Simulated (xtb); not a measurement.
Run report: SiP₂H₆Cl₄, frequency calculation (part 2 of 2)

The same run, continued: SiP₂H₆Cl₄ (trans-Si(PH3)2Cl4); GFN2-xTB (xtb 6.7.1). The geometry was optimised with GFN2-xTB.

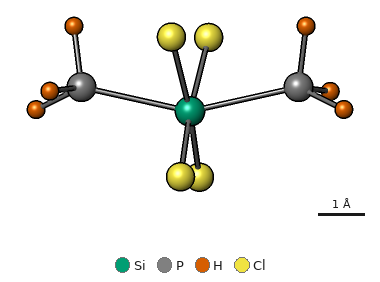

Fig. 1: The structure as given in the input (ball-and-stick view, seen on its broad side).

### Output, continued
```
 ---------------------------------------------------------------------------
     #   Z sym  total        # sym  WBO       # sym  WBO       # sym  WBO
 ---------------------------------------------------------------------------
     1  14 Si   4.125 --    11 Cl   0.874    13 Cl   0.874    12 Cl   0.629
                            10 Cl   0.628     2 P    0.486     6 P    0.486
     2  15 P    3.729 --     3 H    0.943     4 H    0.941     5 H    0.918
                             1 Si   0.486    10 Cl   0.236
     3   1 H    0.991 --     2 P    0.943
     4   1 H    0.993 --     2 P    0.941
     5   1 H    0.994 --     2 P    0.918
     6  15 P    3.728 --     7 H    0.943     8 H    0.941     9 H    0.918
Molecule has the following symmetry elements: (C2)
It seems to be the C2 point group
                             1 Si   0.486    12 Cl   0.236
     7   1 H    0.991 --     6 P    0.943
     8   1 H    0.993 --     6 P    0.941
     9   1 H    0.994 --     6 P    0.918
    10  17 Cl   1.095 --     1 Si   0.628     2 P    0.236
    11  17 Cl   1.134 --     1 Si   0.874
    12  17 Cl   1.095 --     1 Si   0.629     6 P    0.236
    13  17 Cl   1.134 --     1 Si   0.874
 ---------------------------------------------------------------------------

Topologies differ in total number of bonds
Writing topology from bond orders to xtbtopo.mol

molecular dipole:
                 x           y           z       tot (Debye)
 q only:        0.185       0.233      -0.004
   full:        0.231       0.291      -0.004       0.946
molecular quadrupole (traceless):
                xx          xy          yy          xz          yz          zz
 q only:      -12.352       0.275     -12.192      -0.695       1.029      24.543
  q+dip:      -14.185       0.145     -14.084      -0.767       1.161      28.269
   full:      -13.856       0.330     -13.685      -0.170       0.671      27.541

           -------------------------------------------------
          |               Frequency Printout                |
           -------------------------------------------------
 projected vibrational frequencies (cm⁻¹)
eigval :       -0.00    -0.00    -0.00    -0.00     0.00     0.00
eigval :       48.83    59.17    63.89    92.65   103.69   121.88
eigval :      122.37   179.30   180.05   192.29   201.18   222.07
eigval :      222.99   247.62   289.98   333.05   338.20   364.73
eigval :      371.59   398.43   405.60   993.57   995.81  1067.81
eigval :     1068.32  1080.50  1081.14  2281.53  2281.68  2430.68
eigval :     2432.45  2464.66  2466.41
 reduced masses (amu)
   1: 31.24   2: 33.04   3: 32.72   4: 32.42   5: 32.24   6: 32.00   7: 27.27   8: 34.37
   9: 27.52  10: 31.69  11: 30.87  12: 28.31  13: 28.12  14: 26.70  15: 27.90  16: 34.71
  17: 34.32  18:  9.44  19:  8.10  20: 27.44  21: 33.32  22:  7.01  23: 10.30  24: 15.49
  25:  6.22  26: 26.13  27: 19.55  28:  3.92  29:  3.77  30:  1.57  31:  1.58  32:  1.53
  33:  1.53  34:  1.81  35:  1.81  36:  1.83  37:  1.82  38:  2.03  39:  2.02
 IR intensities (km·mol⁻¹)
   1:  0.06   2:  0.04   3:  0.04   4:  0.04   5:  0.00   6:  0.03   7:  1.05   8:  0.09
   9:  1.03  10:  0.88  11:  0.93  12:  7.12  13:  1.40  14:  6.01  15:  9.14  16:  4.97
  17: 19.86  18:  6.36  19:  9.31  20:343.88  21:  4.03  22:  0.04  23:  0.74  24:  8.63
  25:  1.59  26: 87.70  27: 76.28  28:174.28  29:  7.71  30: 69.74  31: 17.38  32:  4.21
  33: 12.36  34:118.43  35:213.19  36:  5.83  37:108.59  38: 50.45  39: 98.41
 Raman intensities (Ä⁴*amu⁻¹)
   1:  0.00   2:  0.00   3:  0.00   4:  0.00   5:  0.00   6:  0.00   7:  0.00   8:  0.00
   9:  0.00  10:  0.00  11:  0.00  12:  0.00  13:  0.00  14:  0.00  15:  0.00  16:  0.00
  17:  0.00  18:  0.00  19:  0.00  20:  0.00  21:  0.00  22:  0.00  23:  0.00  24:  0.00
  25:  0.00  26:  0.00  27:  0.00  28:  0.00  29:  0.00  30:  0.00  31:  0.00  32:  0.00
  33:  0.00  34:  0.00  35:  0.00  36:  0.00  37:  0.00  38:  0.00  39:  0.00
 output can be read by thermo (or use thermo option).
 writing <g98.out> molden fake output.
 recommended (thermochemical) frequency scaling factor: 1.0
           -------------------------------------------------
          |             Thermodynamic Functions             |
           -------------------------------------------------

c2  symmetry found (for desy threshold:  0.10E+00) used in thermo

          ...................................................
          :                      SETUP                      :
          :.................................................:
          :  # frequencies                          33      :
          :  # imaginary freq.                       0      :
          :  linear?                             false      :
          :  only rotor calc.                    false      :
          :  symmetry                               c2      :
          :  rotational number                       2      :
          :  scaling factor                  1.0000000      :
          :  rotor cutoff                   50.0000000 cm⁻¹ :
          :  imag. cutoff                  -20.0000000 cm⁻¹ :
          :.................................................:

    mode    ω/cm⁻¹     T·S(HO)/kcal·mol⁻¹    T·S(FR)/kcal·mol⁻¹   T·S(vib)
   ------------------------------------------------------------------------
       1     48.83    -1.45023 ( 47.64%)    -1.06341 ( 52.36%)    -1.24769
       2     59.17    -1.33711 ( 66.23%)    -1.00655 ( 33.77%)    -1.22548
       3     63.89    -1.29193 ( 72.73%)    -0.98381 ( 27.27%)    -1.20789
       4     92.65    -1.07431 ( 92.18%)    -0.87374 (  7.82%)    -1.05863
       5    103.69    -1.00884 ( 94.87%)    -0.84040 (  5.13%)    -1.00020
       6    121.88    -0.91544 ( 97.25%)    -0.79255 (  2.75%)    -0.91206
       7    122.37    -0.91313 ( 97.29%)    -0.79136 (  2.71%)    -0.90983
       8    179.30    -0.69638 ( 99.40%)    -0.67820 (  0.60%)    -0.69627
       9    180.05    -0.69407 ( 99.41%)    -0.67697 (  0.59%)    -0.69397
      10    192.29    -0.65760 ( 99.54%)    -0.65748 (  0.46%)    -0.65760
      11    201.18    -0.63275 ( 99.62%)    -0.64409 (  0.38%)    -0.63279
      12    222.07    -0.57905 ( 99.74%)    -0.61483 (  0.26%)    -0.57915
      13    222.99    -0.57683 ( 99.75%)    -0.61361 (  0.25%)    -0.57692
      14    247.62    -0.52100 ( 99.83%)    -0.58257 (  0.17%)    -0.52110
      15    289.98    -0.43949 ( 99.91%)    -0.53579 (  0.09%)    -0.43958
   ------------------------------------------------------------------------

   temp. (K)  partition function   enthalpy   heat capacity  entropy
                                   cal/mol     cal/K/mol   cal/K/mol   J/K/mol
 298.15  VIB  0.285E+06             7439.132     38.078     48.476
         ROT  0.754E+06              888.752      2.981     29.875
         INT  0.215E+12             8327.885     41.058     78.351
         TR   0.355E+28             1481.254      4.968     42.282
         TOT                        9809.1387    46.0266   120.6333   504.7296

       T/K    H(0)-H(T)+PV         H(T)/Eh          T*S/Eh         G(T)/Eh
   ------------------------------------------------------------------------
    298.15    0.156319E-01    0.730511E-01    0.573168E-01    0.157344E-01
   ------------------------------------------------------------------------

         :::::::::::::::::::::::::::::::::::::::::::::::::::::
         ::                  THERMODYNAMIC                  ::
         :::::::::::::::::::::::::::::::::::::::::::::::::::::
         :: total free energy         -28.091565933507 Eh   ::
         ::.................................................::
         :: total energy              -28.107300298327 Eh   ::
         :: zero point energy           0.057419264234 Eh   ::
         :: G(RRHO) w/o ZPVE           -0.041684899414 Eh   ::
         :: G(RRHO) contrib.            0.015734364820 Eh   ::
         :::::::::::::::::::::::::::::::::::::::::::::::::::::

           -------------------------------------------------
          | TOTAL ENERGY              -28.107300298327 Eh   |
          | TOTAL ENTHALPY            -28.034249176601 Eh   |
          | TOTAL FREE ENERGY         -28.091565933507 Eh   |
          | GRADIENT NORM               0.000025087375 Eh/α |
          | HOMO-LUMO GAP               4.322840979830 eV   |
           -------------------------------------------------

------------------------------------------------------------------------
------------------------------------------------------------------------
 total:
 *  cpu-time:     0 d,  0 h,  0 min,  1.275 sec
 * ratio c/w:     0.999 speedup
 SCF:
 *  cpu-time:     0 d,  0 h,  0 min,  0.022 sec
 * ratio c/w:     1.000 speedup
 analytical hessian:
 *  cpu-time:     0 d,  0 h,  0 min,  1.240 sec
 * ratio c/w:     0.999 speedup
```

### Standard error
```
normal termination of xtb
```

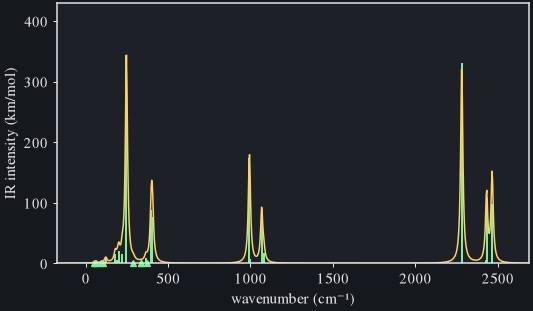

Fig. 2: Harmonic infrared spectrum, unscaled: sticks (degenerate modes added up, dark ones marked on the axis) with a Lorentzian envelope of 16 cm⁻¹ full width, scaled to the tallest stick. 33 modes from 49 to 2466 cm⁻¹, none imaginary. The strongest line is at 248 cm⁻¹ (344 km/mol).

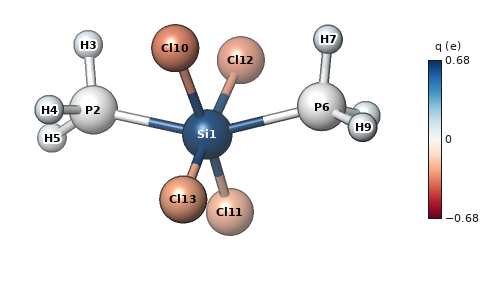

Fig. 3: Mulliken charges, as the colour of each atom (ball-and-stick view, seen at a tilt; atoms are numbered from 1 in the order of the input). By element: Si +0.65, P +0.01, H +0.07 to +0.09 and Cl −0.32 to −0.26 e.

This output came from the following input.

### Input (mol.xyz)
```
13

Si    -0.29324    -0.36864     0.00489
P      0.03519     0.08070     2.39268
H      0.67506     1.28187     2.56963
H      0.95550    -0.76027     2.97326
H     -0.84848     0.16720     3.46686
P      0.03993     0.01410    -2.39404
H      1.06280     0.90627    -2.59728
H     -0.99419     0.71084    -2.97410
H      0.31194    -0.84431    -3.45767
Cl     1.90411    -0.03334     0.25554
Cl    -2.38999    -0.54715    -0.04370
Cl    -0.47302     1.84229    -0.27936
Cl     0.01437    -2.44957     0.08330
```

### File xcontrol
```
$symmetry
   desy=0.1
$end
```

Run as:
```bash
xtb mol.xyz --hess -I xcontrol > xtb.out 2> xtb.err
```

### Results in brief

| quantity | value |
| --- | --- |
| outcome | converged |
| electrons treated | 48 |
| total energy | −28.107300 hartree |
| dispersion energy | −0.018670 hartree |
| basis functions | 76 |
| HOMO | −11.23 eV |
| LUMO | −6.90 eV |
| zero-point energy | 0.057419 hartree |
| dipole moment | 0.94 D |
| wavenumbers, lowest and highest | 49 and 2466 cm⁻¹ |
| hardware | 1 thread of Intel Xeon (Sapphire Rapids), 16 GiB of memory available, shared host |
| wall time | 1.3 s |
| peak memory | 0.073 GiB |

### Remarks

Settings chosen away from the usual ones: method = gfn2-xtb; task = frequencies; x = {"symmetry_threshold": 0.1}; geo = {"prev": "A"}.
